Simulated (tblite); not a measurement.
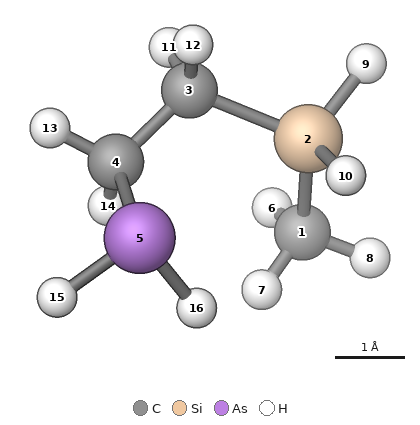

The starting structure (ball-and-stick view, seen at a tilt; atoms are numbered from 1 in the order of the input). Bond lengths as drawn: As–C 1.99 Å, As–H 1.50 to 1.51 Å, C–C 1.53 Å, C–H 1.09 to 1.10 Å, C–Si 1.90 to 1.91 Å and H–Si 1.47 Å.

**Molecular dynamics of C3H11AsSi**

System: C3H11AsSi, SMILES C[SiH2]CC[AsH2].
Method: GFN2-xTB, R-SCC (tblite 0.8.0).

The geometry comes from this level: GFN2-xTB.

### Input (calc.py)
```python
import json
import numpy as np
from ase.io import read
from tblite.ase import TBLite
from ase.units import kcal, mol as mol_
from ase.units import Debye
from ase import units
from ase.md.velocitydistribution import MaxwellBoltzmannDistribution, Stationary, ZeroRotation
from ase.md.verlet import VelocityVerlet

mol = read("input.xyz")
start = mol.get_positions()

mol.calc = TBLite(method="GFN2-xTB", charge=0, multiplicity=1, verbosity=0)
MaxwellBoltzmannDistribution(mol, temperature_K=600, rng=np.random.default_rng(396))
Stationary(mol)
ZeroRotation(mol)
dyn = VelocityVerlet(mol, timestep=2.0 * units.fs, trajectory="md.traj", logfile="-", loginterval=2)
dyn.run(30)
print(f"Energy: {mol.get_potential_energy() / (kcal / mol_):.6f} kcal/mol")
print(f"Dipole: {np.linalg.norm(mol.get_dipole_moment()) / Debye:.4f} D")
for a, q in zip(mol, mol.get_charges()):
    print(f"{a.symbol}{a.index + 1} {q:+.4f}")
print("Final positions (angstrom):")
for a in mol:
    print(f"{a.symbol:<2} {a.x:12.6f} {a.y:12.6f} {a.z:12.6f}")
json.dump(dict(energy=mol.get_potential_energy(), forces=mol.get_forces().tolist(), dipole=mol.get_dipole_moment().tolist(), charges=mol.get_charges().tolist(),
               symbols=mol.get_chemical_symbols(), start=start.tolist(), final=mol.positions.tolist()), open("results.json", "w"))
```

### File input.xyz
```
16

C     -0.516720    -1.896820     0.663000
Si     1.075880    -0.863960     0.584820
C      1.003020     0.332350    -0.897450
C     -0.287760     1.140510    -0.996850
As    -0.588070     2.319480     0.572960
H     -0.688380    -2.440170    -0.262580
H     -1.385700    -1.268630     0.843970
H     -0.467860    -2.625450     1.466260
H      2.235440    -1.746850     0.388280
H      1.242200    -0.096630     1.832940
H      1.145370    -0.226620    -1.827300
H      1.848540     1.023120    -0.825190
H     -0.243950     1.793090    -1.878190
H     -1.143470     0.474590    -1.132600
H     -1.926580     2.795780     0.069180
H     -1.301970     1.286210     1.398750
```

Machine: 1 thread of AMD EPYC (Zen 5), 16 GiB of memory available, shared host.

Command:
```bash
python calc.py
```

### Log
```
Time[ps]      Etot[eV]     Epot[eV]     Ekin[eV]    T[K]
0.0000        -437.0870    -438.1735       1.0864   525.3
0.0040        -437.0205    -437.5533       0.5328   257.6
0.0080        -437.0211    -437.5075       0.4863   235.1
0.0120        -437.0454    -437.6105       0.5651   273.2
0.0160        -437.0424    -437.4959       0.4535   219.3
0.0200        -437.0367    -437.7176       0.6809   329.2
0.0240        -437.0373    -437.7447       0.7074   342.0
0.0280        -437.0419    -437.5289       0.4871   235.5
0.0320        -437.0668    -437.6995       0.6327   305.9
0.0360        -437.0350    -437.4914       0.4563   220.6
0.0400        -437.0327    -437.3899       0.3573   172.7
0.0440        -437.0635    -437.7386       0.6751   326.4
0.0480        -437.0338    -437.5158       0.4820   233.1
0.0520        -437.0190    -437.4996       0.4807   232.4
0.0560        -437.0454    -437.6180       0.5726   276.9
0.0600        -437.0509    -437.5270       0.4761   230.2
Energy: -10089.612459 kcal/mol
Dipole: 1.4983 D
C1 -0.2003
Si2 +0.4642
C3 -0.1516
C4 -0.0911
As5 +0.0766
H6 +0.0247
H7 +0.0234
H8 +0.0224
H9 -0.1011
H10 -0.0812
H11 +0.0236
H12 +0.0114
H13 +0.0376
H14 +0.0330
H15 -0.0521
H16 -0.0395
Final positions (angstrom):
C     -0.455999    -1.878904     0.751905
Si     1.039620    -0.768590     0.571356
C      0.986996     0.277428    -0.995065
C     -0.247452     1.235915    -1.083484
As    -0.593694     2.254109     0.603303
H     -0.859342    -2.271568    -0.210377
H     -1.297453    -1.406000     1.288001
H     -0.153844    -2.674272     1.456164
H      2.102501    -1.779563     0.401315
H      1.102628    -0.135708     1.964234
H      1.000264    -0.421900    -1.849498
H      1.862607     0.937843    -1.096378
H      0.116607     1.939677    -1.853555
H     -1.099393     0.529130    -1.293433
H     -0.944326     3.631024    -0.081038
H     -2.101224     2.125483     0.604043
```

### Trajectory as extended XYZ (Å, eV, eV/Å), 13 of the 16 frames kept, from step=0 to step=30
```
16
Properties=species:S:1:pos:R:3:forces:R:3 step=0 time_fs=0.0 energy=-438.17347 temperature=525.3
C    -0.5167   -1.8968    0.6630   -0.0038  -0.0041  -0.0063
Si    1.0759   -0.8640    0.5848    0.0008  -0.0024  -0.0011
C     1.0030    0.3323   -0.8974    0.0008   0.0004   0.0002
C    -0.2878    1.1405   -0.9969    0.0019  -0.0002  -0.0009
As   -0.5881    2.3195    0.5730   -0.0015   0.0039  -0.0012
H    -0.6884   -2.4402   -0.2626    0.0012   0.0031   0.0042
H    -1.3857   -1.2686    0.8440    0.0008  -0.0007   0.0033
H    -0.4679   -2.6254    1.4663    0.0013  -0.0008   0.0002
H     2.2354   -1.7469    0.3883   -0.0006   0.0010   0.0000
H     1.2422   -0.0966    1.8329    0.0003   0.0003   0.0004
H     1.1454   -0.2266   -1.8273   -0.0002   0.0016   0.0015
H     1.8485    1.0231   -0.8252    0.0000  -0.0001  -0.0003
H    -0.2440    1.7931   -1.8782    0.0002  -0.0013   0.0001
H    -1.1435    0.4746   -1.1326   -0.0017  -0.0006  -0.0013
H    -1.9266    2.7958    0.0692    0.0023   0.0001   0.0010
H    -1.3020    1.2862    1.3987   -0.0019  -0.0002   0.0002
16
Properties=species:S:1:pos:R:3:forces:R:3 step=2 time_fs=4.0 energy=-437.55331 temperature=257.6
C    -0.5058   -1.8786    0.6644    0.3767  -0.5152   0.1398
Si    1.0810   -0.8576    0.5855   -0.5869  -0.3814  -0.8790
C     0.9883    0.3219   -0.8895   -0.1062  -0.4360  -1.5560
C    -0.2830    1.1677   -0.9694   -1.2449  -1.1841  -2.3980
As   -0.5871    2.3115    0.5727    0.0494   1.2032  -0.7715
H    -0.7259   -2.4947   -0.1839   -0.1786   0.1814  -0.7906
H    -1.3434   -1.2465    0.9054   -0.3158  -0.0832   0.0909
H    -0.3501   -2.6348    1.4214   -0.2312   0.1020   0.6225
H     2.1890   -1.7527    0.3560    0.4949  -0.2100   0.0240
H     1.0390   -0.2225    1.8606    0.3348   0.6369   0.8369
H     1.1318   -0.2548   -1.8907   -0.2912   0.7303   1.5041
H     1.8226    1.0021   -0.8524    0.5142   0.3049   0.0798
H    -0.3192    1.7408   -1.9205    1.0448   0.8532   0.4868
H    -1.1336    0.5191   -1.3736    0.3406  -0.0275   1.6901
H    -1.8987    2.9732   -0.0108    0.5627  -0.4812   0.3681
H    -1.3248    1.3380    1.3239   -0.7631  -0.6931   0.5521
16
Properties=species:S:1:pos:R:3:forces:R:3 step=4 time_fs=8.0 energy=-437.50746 temperature=235.1
C    -0.4913   -1.8677    0.6676   -0.5048  -1.6957  -0.0986
Si    1.0832   -0.8530    0.5826   -0.2943  -0.0621   0.5806
C     0.9733    0.3090   -0.8972    0.6035   2.5898   1.9394
C    -0.2920    1.1813   -0.9701    0.0734  -0.4617  -2.0710
As   -0.5861    2.3056    0.5711   -0.3478   0.3713   0.2425
H    -0.7828   -2.5137   -0.2037    0.2423   0.9691   0.5708
H    -1.3387   -1.2418    0.9761    0.2044  -0.4628  -0.1514
H    -0.2704   -2.6239    1.4548   -0.5457   0.5527  -0.2437
H     2.2062   -1.7818    0.3294    0.0216   0.2663   0.1906
H     0.8891   -0.2665    1.9827    0.6811   0.0707  -0.7260
H     1.0817   -0.2012   -1.7784    0.1929  -1.4180  -2.1536
H     1.8553    1.0138   -0.8672   -0.5591  -0.4868   0.1179
H    -0.2486    1.8073   -1.8937    0.7459   0.5214   0.5511
H    -1.0857    0.5550   -1.3810   -0.6639  -0.4970   1.0890
H    -1.7927    3.0812   -0.0386    0.2850  -0.5197   0.3083
H    -1.4457    1.3068    1.3160   -0.1346   0.2625  -0.1459
16
Properties=species:S:1:pos:R:3:forces:R:3 step=8 time_fs=16.0 energy=-437.49594 temperature=219.3
C    -0.4755   -1.8834    0.6803   -1.0172  -0.4661   0.3045
Si    1.0826   -0.8453    0.5855   -0.4674  -0.1331  -0.3450
C     0.9558    0.3303   -0.8942    0.1356  -0.7807  -0.7786
C    -0.2965    1.1967   -1.0284    0.3395  -0.3655   1.2119
As   -0.5852    2.2944    0.5717    0.2160  -0.3353   1.4440
H    -0.8464   -2.3704   -0.2374    0.4548  -0.0590   0.6304
H    -1.3218   -1.3051    1.0707    0.1492   0.1920  -0.2876
H    -0.2886   -2.5760    1.5127   -0.1772  -0.3773  -0.6974
H     2.2338   -1.7091    0.3640    0.2585  -0.0202   0.0550
H     0.9129   -0.2997    1.9158    0.5394   0.6073   0.4210
H     1.0172   -0.3046   -1.8298    0.1474   0.5760   0.7536
H     1.8465    0.9622   -0.8783   -0.0292   0.0835  -0.1427
H     0.0183    2.0001   -1.6927   -1.0330  -0.4584  -1.0904
H    -1.2032    0.5422   -1.1115    0.7940   0.9373  -0.9534
H    -1.5940    3.1606   -0.0385   -0.5850   0.2453  -0.3202
H    -1.6839    1.4105    1.2043    0.2746   0.3540  -0.2052
16
Properties=species:S:1:pos:R:3:forces:R:3 step=10 time_fs=20.0 energy=-437.71758 temperature=329.2
C    -0.4807   -1.8958    0.6950   -0.6411  -0.2564   0.3346
Si    1.0790   -0.8426    0.5871   -0.4069  -0.0475  -0.3315
C     0.9477    0.3325   -0.9035    0.6638   0.9728   1.5570
C    -0.2868    1.2017   -1.0460    1.3221   1.1612   1.3632
As   -0.5842    2.2877    0.5761    0.1267   1.1649   0.3197
H    -0.8236   -2.3498   -0.2388    0.2309  -0.0325   0.2894
H    -1.3115   -1.2862    1.0737    0.1506  -0.0364  -0.1905
H    -0.3358   -2.6630    1.4668   -0.0632   0.0176  -0.4800
H     2.2731   -1.6446    0.4062    0.2958  -0.1953  -0.0779
H     1.0680   -0.2158    1.8802    0.2414   0.5574   0.5894
H     1.0123   -0.2746   -1.7368    0.2654  -1.2451  -1.9758
H     1.8670    0.9721   -0.9079   -0.6481  -0.2856   0.0312
H    -0.0376    1.9871   -1.7515   -0.5827  -0.2570  -0.8300
H    -1.1904    0.6749   -1.1329   -0.8768  -0.7296  -1.0191
H    -1.6185    3.2351   -0.0961    0.3878  -0.2676   0.1338
H    -1.7430    1.5612    1.0883   -0.4657  -0.5208   0.2864
16
Properties=species:S:1:pos:R:3:forces:R:3 step=12 time_fs=24.0 energy=-437.74473 temperature=342.0
C    -0.4930   -1.9105    0.7143    0.5507   0.3385   0.0372
Si    1.0735   -0.8400    0.5872    0.4648   0.3317   0.9926
C     0.9466    0.3402   -0.9012   -0.4377  -2.0246  -1.6882
C    -0.2655    1.2186   -1.0485   -1.4687   0.6182  -0.9276
As   -0.5831    2.2831    0.5814   -0.5654   1.0809  -0.2103
H    -0.7712   -2.3398   -0.2176   -0.2475  -0.0821  -0.9229
H    -1.2864   -1.2678    1.0518   -0.4261   0.0255   0.2042
H    -0.3912   -2.7583    1.3612    0.1206  -0.1260   0.6389
H     2.3489   -1.6045    0.4382   -0.4075   0.1005  -0.0706
H     1.2566   -0.0567    1.9196   -0.2118  -0.4109  -0.8427
H     1.0390   -0.3591   -1.8410   -0.1517   1.1119   1.2533
H     1.8140    0.9533   -0.9354    0.7784   0.5420   0.0514
H    -0.1773    1.9288   -1.9219    0.3978  -0.4182   0.7182
H    -1.2493    0.7331   -1.2947    0.9450  -0.3274   0.3161
H    -1.5908    3.2740   -0.1368    0.6841  -0.2869   0.2701
H    -1.8588    1.6437    1.0084   -0.0252  -0.4731   0.1802
16
Properties=species:S:1:pos:R:3:forces:R:3 step=16 time_fs=32.0 energy=-437.69953 temperature=305.9
C    -0.5057   -1.9402    0.7387    0.5858   1.0890  -0.3212
Si    1.0703   -0.8284    0.6028   -0.2529   0.2082  -0.1903
C     0.9443    0.3177   -0.9353    0.2557   0.9246   0.4123
C    -0.2729    1.2604   -1.0876    0.4614  -1.1433   0.0203
As   -0.5850    2.2785    0.5908   -0.3793  -0.6304   0.0595
H    -0.7162   -2.2370   -0.2691   -0.2542  -0.2774  -0.5722
H    -1.3322   -1.3184    1.0613   -0.1452  -0.0024   0.1903
H    -0.4642   -2.8305    1.3265    0.2664  -0.2324   0.4889
H     2.3365   -1.5223    0.4530    0.1874  -0.6037  -0.2876
H     1.4917    0.0723    1.6675   -0.4013   0.2204   0.5778
H     1.0438   -0.2752   -1.8182   -0.0158  -0.4713  -0.7228
H     1.8330    0.9765   -0.9342   -0.1027  -0.3149   0.1706
H    -0.1674    1.8275   -2.0082    0.4394   0.7684   0.1716
H    -1.0986    0.6295   -1.3604   -0.8969  -0.4345   0.3887
H    -1.3072    3.3067   -0.1377   -0.3979   0.7672  -0.2885
H    -1.9902    1.6570    0.8989    0.6501   0.1324  -0.0974
16
Properties=species:S:1:pos:R:3:forces:R:3 step=18 time_fs=36.0 energy=-437.49136 temperature=220.6
C    -0.5047   -1.9458    0.7398    0.2058   0.8754  -0.0699
Si    1.0692   -0.8203    0.6120   -0.2994  -0.4395  -1.0796
C     0.9477    0.3186   -0.9490   -0.5003  -1.0680  -1.3148
C    -0.2826    1.2623   -1.1154    0.7662  -1.5466   0.3516
As   -0.5877    2.2753    0.5953    0.4208   0.3087  -0.6615
H    -0.7185   -2.1766   -0.3035   -0.0848  -0.5360   0.2021
H    -1.3701   -1.3859    1.0950    0.0886   0.2131   0.0404
H    -0.4575   -2.8233    1.3807    0.3400   0.0293  -0.3699
H     2.3196   -1.5733    0.4071   -0.1615  -0.3288  -0.1057
H     1.5122    0.1325    1.5763   -0.1477   0.5330   1.0949
H     1.0394   -0.3094   -1.9364   -0.0775   0.9559   1.6083
H     1.8251    0.9272   -0.8923    0.7106   0.3679  -0.1420
H    -0.0173    1.9336   -1.9762   -0.9241  -0.6347   0.6442
H    -1.0972    0.4925   -1.2437    0.2234   1.4354  -0.4935
H    -1.1975    3.4378   -0.1679   -0.1316  -0.1237   0.2559
H    -1.9134    1.6748    0.8287   -0.4283  -0.0414   0.0393
16
Properties=species:S:1:pos:R:3:forces:R:3 step=20 time_fs=40.0 energy=-437.38990 temperature=172.7
C    -0.5009   -1.9396    0.7402   -0.2561   0.5305  -0.1923
Si    1.0667   -0.8140    0.6160    0.3748   0.4638  -0.3887
C     0.9473    0.3096   -0.9757    0.5946   1.2361   2.1248
C    -0.2819    1.2457   -1.1369    1.6415  -0.6054   2.3977
As   -0.5895    2.2727    0.5985    0.8873   0.7683  -0.8357
H    -0.7358   -2.1959   -0.3181    0.0820  -0.2933   0.8938
H    -1.3932   -1.4235    1.1338    0.4355   0.0890  -0.2066
H    -0.4006   -2.8178    1.3888    0.2334   0.1684  -0.5677
H     2.2793   -1.6728    0.3460   -0.5180   0.2079   0.1906
H     1.5026    0.2542    1.6327   -0.4801  -0.8324  -0.2042
H     1.0267   -0.2295   -1.8584    0.2917  -1.1650  -1.5631
H     1.8915    0.9138   -0.8717   -0.7355  -0.2409  -0.3226
H     0.0082    1.9664   -1.8687   -0.7431   0.1067  -0.8996
H    -1.0859    0.5419   -1.1991   -0.7803   0.3577  -0.9887
H    -1.1116    3.5554   -0.1641   -0.0564  -0.7195   0.4647
H    -1.9002    1.6862    0.7640   -0.9713  -0.0719   0.0978
16
Properties=species:S:1:pos:R:3:forces:R:3 step=22 time_fs=44.0 energy=-437.73862 temperature=326.4
C    -0.4988   -1.9257    0.7390    0.7394   0.7146   0.5005
Si    1.0658   -0.8054    0.6175   -0.2327   0.5798  -0.5748
C     0.9528    0.3111   -0.9827   -0.1045  -0.9377  -0.2936
C    -0.2613    1.2215   -1.1306    0.3239   0.5878   1.2873
As   -0.5898    2.2715    0.6002   -0.2408  -0.2635  -0.3811
H    -0.7476   -2.2645   -0.2314   -0.2594  -0.2698  -1.0081
H    -1.3639   -1.4414    1.1497   -0.2869   0.3572   0.2014
H    -0.3061   -2.7988    1.3261    0.1618  -0.3993   0.4392
H     2.1685   -1.7464    0.3114   -0.0039   0.1591   0.2139
H     1.4247    0.2617    1.6699   -0.3036  -0.9229  -0.3369
H     1.0492   -0.2736   -1.9332   -0.0170   0.1850   0.7350
H     1.8720    0.8791   -0.8975    0.1034   0.4667  -0.2252
H    -0.0792    2.0005   -1.8732   -0.1972  -0.3430  -0.3234
H    -1.1776    0.6555   -1.2962    0.1905   0.0584  -0.3831
H    -1.0359    3.5706   -0.0940   -0.1830  -0.4655   0.1337
H    -2.0134    1.6942    0.7126    0.3100   0.4929   0.0152
16
Properties=species:S:1:pos:R:3:forces:R:3 step=24 time_fs=48.0 energy=-437.51580 temperature=233.1
C    -0.4894   -1.9054    0.7419    0.1008  -1.0030  -0.3652
Si    1.0635   -0.7940    0.6156   -1.0378  -0.2769  -1.6945
C     0.9576    0.3038   -0.9889    0.1959  -1.1957  -1.0147
C    -0.2372    1.2052   -1.1083   -2.0793   1.4992  -0.9053
As   -0.5904    2.2697    0.6010   -0.4203  -1.5046   0.1695
H    -0.7856   -2.3561   -0.2390    0.1753   0.7784   0.6117
H    -1.3596   -1.4177    1.1860    0.2367  -0.2475  -0.0589
H    -0.1954   -2.8139    1.3100   -0.4366   0.7269   0.1085
H     2.0593   -1.7991    0.3074    0.6267  -0.1135   0.0739
H     1.3036    0.1408    1.6677    0.1876   0.2817   0.7985
H     1.0733   -0.3206   -1.9499   -0.2438   0.6407   1.2848
H     1.8610    0.9076   -0.9574    0.1007   0.2714  -0.0569
H    -0.1882    1.9897   -1.9284    0.8108  -0.5874   0.6451
H    -1.2462    0.7663   -1.4439    1.4145  -0.3516   0.8773
H    -0.9896    3.5242   -0.0077   -0.3875   0.6099  -0.5397
H    -2.0892    1.7712    0.6650    0.7564   0.4722   0.0660
16
Properties=species:S:1:pos:R:3:forces:R:3 step=28 time_fs=56.0 energy=-437.61803 temperature=276.9
C    -0.4658   -1.8871    0.7426   -0.0844   0.0129   0.6912
Si    1.0470   -0.7759    0.5872    0.3802  -0.0956   0.3674
C     0.9790    0.2842   -0.9975   -0.6863  -0.8511  -0.5527
C    -0.2407    1.2222   -1.0828   -0.3174  -0.1731  -1.2043
As   -0.5932    2.2590    0.6031    0.5740   0.6432  -0.4162
H    -0.8334   -2.2953   -0.1771   -0.0137  -0.2294  -0.3612
H    -1.2995   -1.4331    1.2551   -0.2554   0.3035   0.0227
H    -0.1308   -2.6854    1.3978   -0.2266  -0.3200  -0.1283
H     2.0614   -1.8657    0.3488    0.0627   0.6506   0.1503
H     1.1419   -0.0162    1.9373    0.1519  -0.4119  -0.9816
H     1.0520   -0.4373   -1.9056   -0.2786   1.2228   1.2240
H     1.8034    0.9569   -1.0663    0.9996   0.1191   0.0586
H    -0.0019    1.9407   -1.9106   -0.4497  -0.3378   0.5314
H    -1.1467    0.6452   -1.4099    0.5816   0.4849   0.4168
H    -1.0034    3.6303   -0.0411    0.4680  -0.5425   0.0675
H    -2.0247    2.0537    0.6074   -0.9061  -0.4757   0.1143
16
Properties=species:S:1:pos:R:3:forces:R:3 step=30 time_fs=60.0 energy=-437.52700 temperature=230.2
C    -0.4560   -1.8789    0.7519   -1.2173  -0.4643   0.3232
Si    1.0396   -0.7686    0.5714    0.4601  -0.1698   1.0016
C     0.9870    0.2774   -0.9951   -0.1106   0.7298   0.1969
C    -0.2475    1.2359   -1.0835    0.6692  -1.1873  -0.1265
As   -0.5937    2.2541    0.6033   -0.3885   0.7299  -0.3563
H    -0.8593   -2.2716   -0.2104    0.4237   0.0182   0.9297
H    -1.2974   -1.4060    1.2880    0.2616   0.0750  -0.4640
H    -0.1538   -2.6743    1.4562   -0.2457  -0.0096  -0.7813
H     2.1025   -1.7796    0.4013    0.2526   0.2540  -0.0072
H     1.1026   -0.1357    1.9642    0.2080  -0.0275  -0.8615
H     1.0003   -0.4219   -1.8495   -0.0700   0.4382   0.1455
H     1.8626    0.9378   -1.0964    0.0472  -0.4988   0.1738
H     0.1166    1.9397   -1.8536   -1.3078  -0.2498  -0.0926
H    -1.0994    0.5291   -1.2934    0.4585   1.3051  -0.3137
H    -0.9443    3.6310   -0.0810    0.4578  -0.5833   0.1960
H    -2.1012    2.1255    0.6040    0.1012  -0.3598   0.0364
```

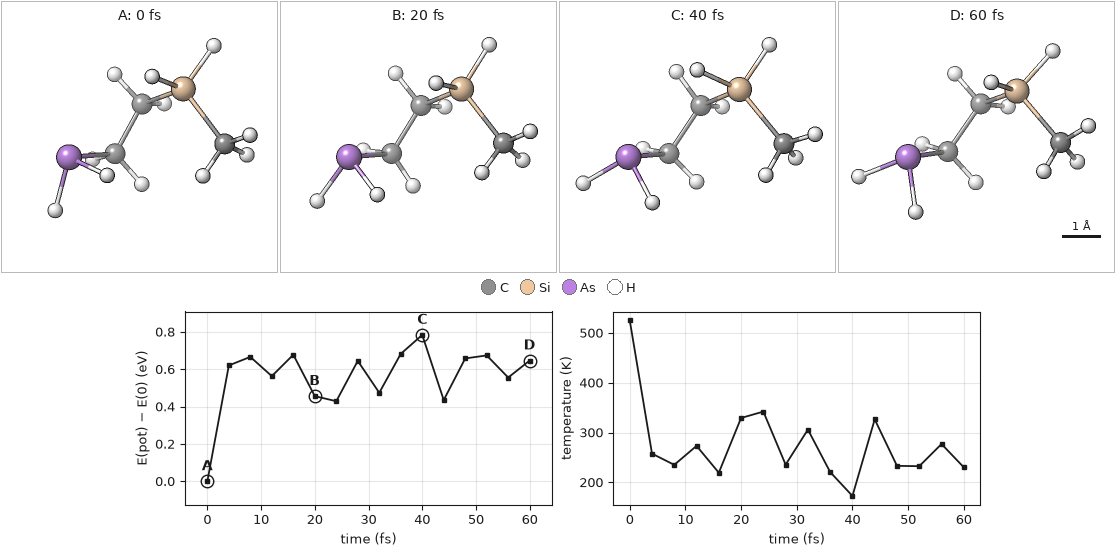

Frames of the molecular dynamics (ball-and-stick, seen at a tilt) above the curves, on which the letters mark them. The trajectory kept here has 16 frames over 60 fs. The temperature starts at 525 K, ranges from 173 to 525 K and averages 250 K over the second half. The potential energy ends 0.646 eV above its first value. After an unweighted best fit of the last frame on the first, the root-mean-square displacement is 0.48 Å, and H16 has moved furthest (1.27 Å).

### Key numbers

```tsv
quantity	value
outcome	finished
mean temperature over the second half	250 K
trajectory	16 frames kept, 60 fs
potential energy (last step)	−16.078821 hartree
largest force (last step)	1.418 eV/Å
dipole moment (last step)	1.50 D
wall time	0.56 s
peak memory	0.11 GiB
```

Settings chosen away from the usual ones: time_step. These settings are looser than, or depart from, a standard set-up, so the numbers are not reference values for this system. So short a trajectory is not equilibrated.
